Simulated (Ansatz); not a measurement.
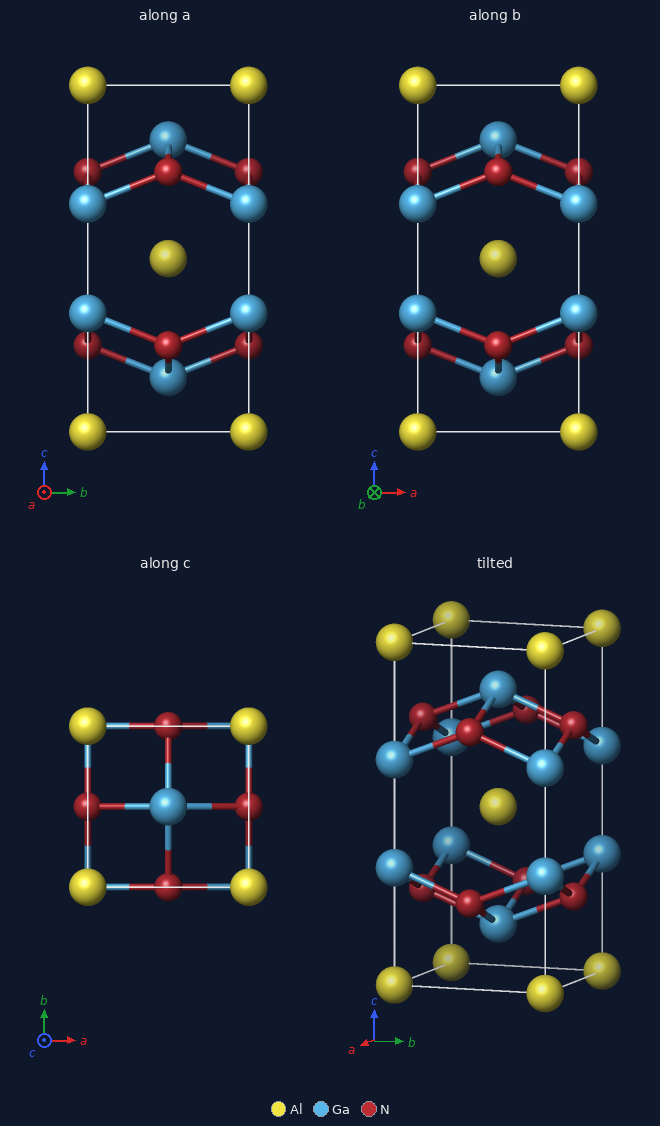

A ball-and-stick rendering, viewed along the a axis, along the b axis, along the c axis and slightly off an axis. One conventional unit cell is framed, with atoms on its boundary repeated.

Lattice parameters: a = 3.9022 Å, b = 3.9022 Å, c = 8.3966 Å, α = 90.000°, β = 90.000°, γ = 90.000°.

**Convert the drawing into a CIF in P1 with every atom of the cell, with free fractional coordinates to two decimals.**

```cif
data_structure
_symmetry_space_group_name_H-M 'P 1'
_symmetry_Int_Tables_number 1
_cell_length_a 3.9022
_cell_length_b 3.9022
_cell_length_c 8.3966
_cell_angle_alpha 90.000
_cell_angle_beta 90.000
_cell_angle_gamma 90.000
_cell_volume 127.86
loop_
_atom_site_label
_atom_site_type_symbol
_atom_site_fract_x
_atom_site_fract_y
_atom_site_fract_z
_atom_site_occupancy
Al1 Al 0.00 0.00 0.00 1
Ga1 Ga 0.00 0.00 0.34 1
Ga2 Ga 0.50 0.50 0.16 1
N1 N 0.00 0.50 0.25 1
N2 N 0.50 0.00 0.25 1
Al2 Al 0.50 0.50 0.50 1
Ga3 Ga 0.50 0.50 0.84 1
Ga4 Ga 0.00 0.00 0.66 1
N3 N 0.50 0.00 0.75 1
N4 N 0.00 0.50 0.75 1
```

The initial geometry was a structure type filled with these elements by a generator (whether the compound takes this form wasn't checked). Earlier steps of the study, as a rule a relaxation of our own, may have changed the cell and positions, so they can lie some per cent off the listed ones. Ansatz was used for an electronic-structure calculation on it.
